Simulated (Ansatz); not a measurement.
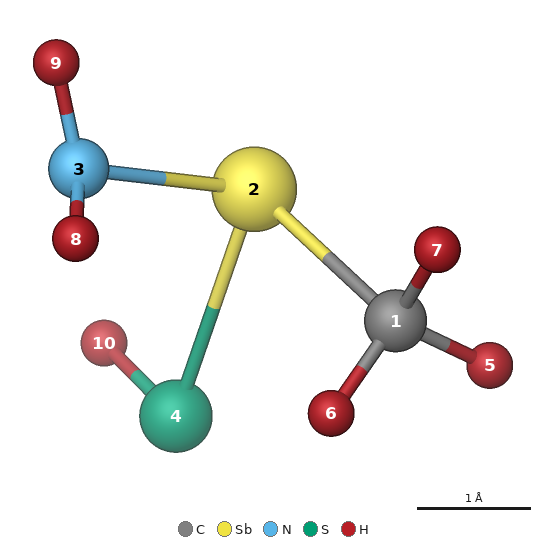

Orthographic view. Distant atoms are faded towards the background colour. The computed structure is the end point of a PBE0-D4/def2-TZVP optimisation. No frequency run is at hand to confirm it as a minimum.

Write the connection table.

C1: Sb2, H5, H6, H7
Sb2: C1, N3, S4
N3: Sb2, H8, H9
S4: Sb2, H10
H5: C1
H6: C1
H7: C1
H8: N3
H9: N3
H10: S4
